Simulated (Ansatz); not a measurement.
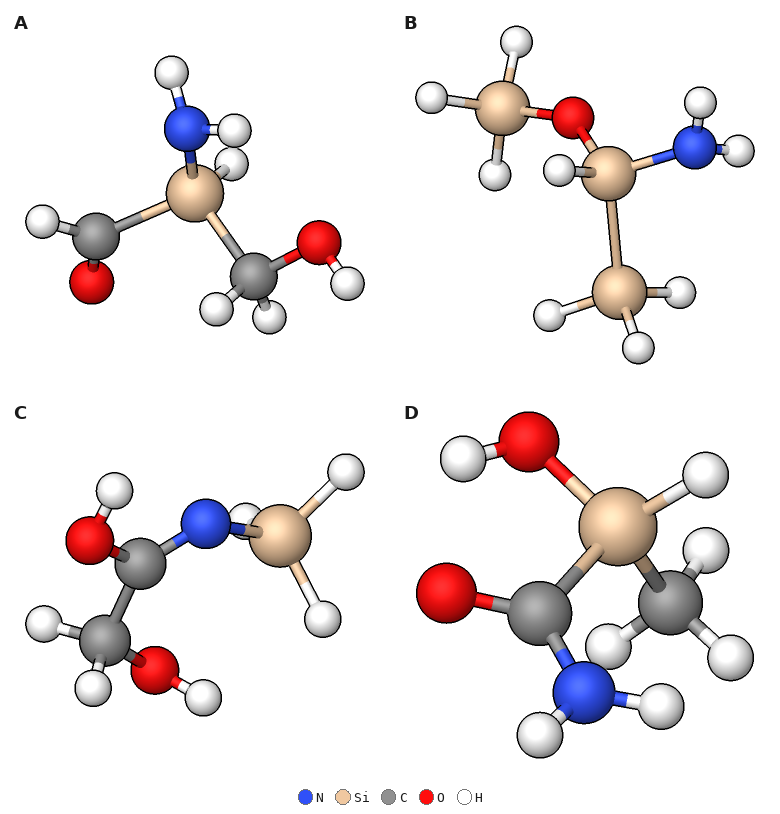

The picture comes from a calculation with Ansatz.

**Which panel belongs to which SMILES?**
(1) N[Si@H](C=O)CO
(2) N[Si@H]([SiH3])O[SiH3]
(3) C[Si@@H](O)C(N)=O
(4) OC/C(O)=N\[SiH3]

A is (1), B is (2), C is (4), D is (3).
